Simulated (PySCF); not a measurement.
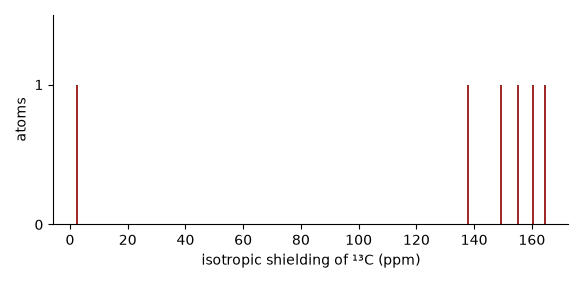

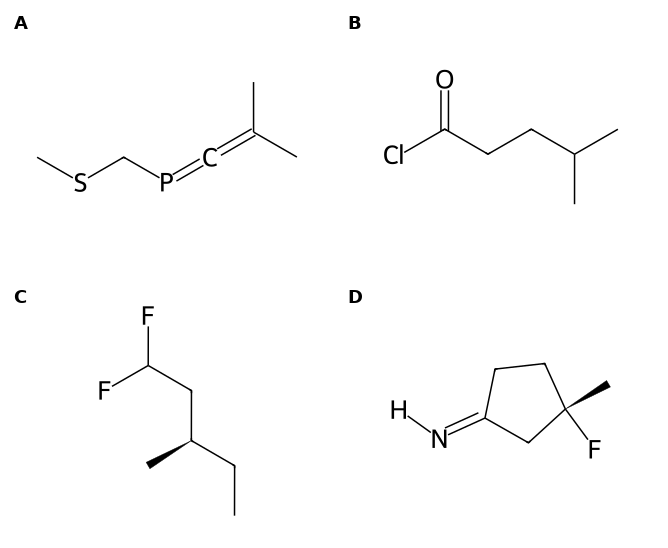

The sticks are computed shieldings of one of the molecules, for one fixed geometry (GFN2-xTB) without averaging over rotations. Low shielding means a high chemical shift. Method: GIAO PBE0/pcSseg-1 NMR shielding, non-relativistic, gas phase (PySCF 2.14.0).

Match the spectrum to a structure.

Answer. B, `CC(C)CCC(=O)Cl`. Its 6 C atoms give lines at 2.3, 137.7, 149.4, 155.2, 160.4, 164.6 ppm.

The geometry is semi-empirical. Around P such bond lengths and angles can be off by a tenth of an ångström or more and by several degrees, and values that hang on the shape move with them.
